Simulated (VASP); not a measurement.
Band structure of La2O3 (a-type). Level of theory: PW91 GGA, VASP's PBE PAW potentials (set 64) (plane waves; VASP).

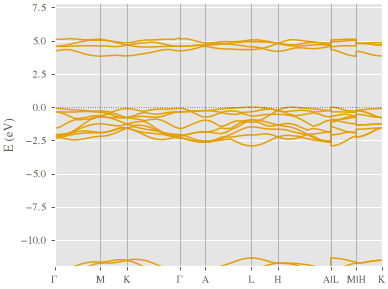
Figure: Bands along high-symmetry lines, zero at the valence-band maximum or, without a gap, the Fermi level

**Question.** Read the plot: is there a gap, and where are the band edges?

**Answer.** The gap is indirect, 3.83 eV, from the valence maximum at L to the conduction minimum at M. (Edges off the drawn lines would not show.)

The compound is La2O3 in the a-type structure. It was relaxed first.
